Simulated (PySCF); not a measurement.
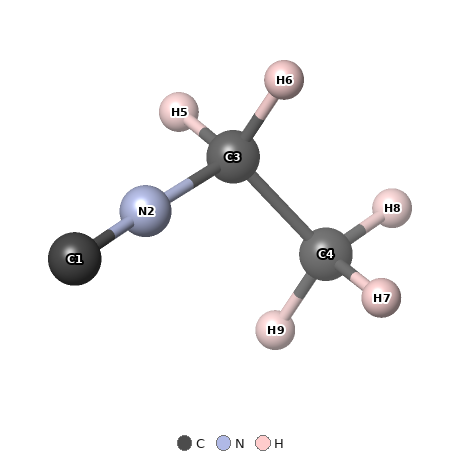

C₃H₅N (ethyl isocyanide), SMILES [C-]#[N+]CC. Simulated ¹H spectrum at 400 MHz, line width 1.5 Hz, from GIAO shifts (CAM-B3LYP/pcSseg-2, against TMS) and couplings (B3LYP/pcJ-1), PySCF, at a PBE0-D3(BJ)/def2-SVP geometry (no frequency check). Gas phase, values of one conformer, averaged over methyl-type rotors and exact or near symmetry; couplings among ¹H are treated exactly, other nuclei are left out. The upper panels enlarge each group of lines, each scaled alone.

> Give the shifts and couplings that make up the spectrum.

```tsv
δ (ppm)	nuclei	atoms
3.24	2	H5, H6
1.31	3	H7, H8, H9
```


```csv
pair,J (Hz)
H5/H6 – H7/H8/H9,8.3
```

Not listed: couplings under 0.5 Hz, those between magnetically equivalent nuclei.

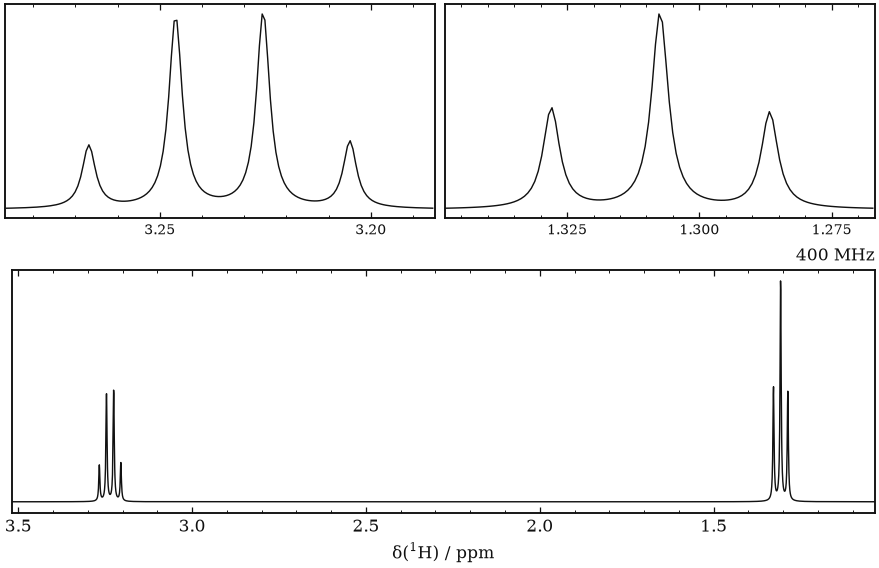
